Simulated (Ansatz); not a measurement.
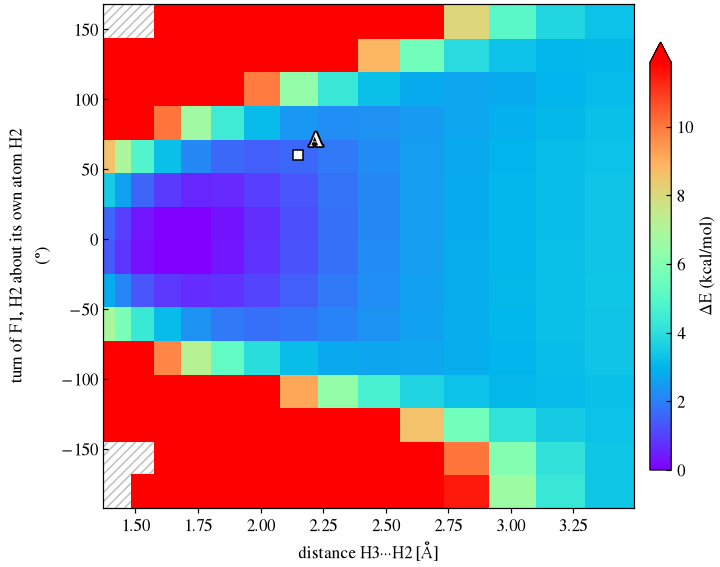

The pair FH···H₂. The turn is about an axis along (0.95, −0.32, 0.01) in the frame of the relaxed pair, normal to the line between the partners. Coordinates scanned: (1) distance H3···H2; (2) turn of F1, H2 about its own atom H2. Grid: 15 × 15 points. At 8 points there is no value (left out of the scan, as a rule where atoms come close). Points are written as (first, second). Energies: kcal/mol, counted from the lowest grid point. Energies and slopes of some neighbouring points disagree (a jump in structure or state, or too coarse a mesh). The calculation used RKS SPW92 (LDA)/def2-TZVPD in Ansatz.

Drawn: one coloured cell a grid point, one colour for all values above the top of the scale, hatched blanks where no value was computed, the point A.

Is A at rest? If not, where is it pushed?

Answer. A, at (2.151 Å, 60°), is not a stationary point. The computed force is 1.4 kcal/mol for each Å towards smaller values of distance H3···H2 and 0.018 kcal/mol for each degree towards smaller values of the second coordinate.
